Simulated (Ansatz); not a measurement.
## Pressure series in Al2O3

Take Al2O3 in the corundum structure (space group R-3c, No. 167; a = 4.8088 Å, c = 13.1239 Å (hexagonal axes)) as the base.

Cell and atoms are relaxed at each pressure.

All numbers come from PBE/PAW in Ansatz (a program for electronic structure), spin-orbit coupling left out.

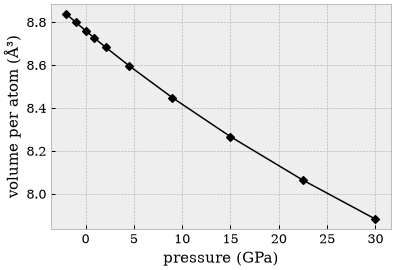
*Volume per atom against pressure*

```json
[
 {"pressure (GPa)": "-2", "volume per atom": "8.84 Å³"},
 {"pressure (GPa)": "-1", "volume per atom": "8.80 Å³"},
 {"pressure (GPa)": "0.9", "volume per atom": "8.73 Å³"},
 {"pressure (GPa)": "2.1", "volume per atom": "8.68 Å³"},
 {"pressure (GPa)": "4.5", "volume per atom": "8.60 Å³"},
 {"pressure (GPa)": "9", "volume per atom": "8.45 Å³"},
 {"pressure (GPa)": "15", "volume per atom": "8.27 Å³"},
 {"pressure (GPa)": "22.5", "volume per atom": "8.06 Å³"},
 {"pressure (GPa)": "30", "volume per atom": "7.88 Å³"}
]
```

Load acts through the strain it causes; cell and atoms are relaxed under it. Whether these cells are dynamically stable was not tested. No other phases were tried under pressure.
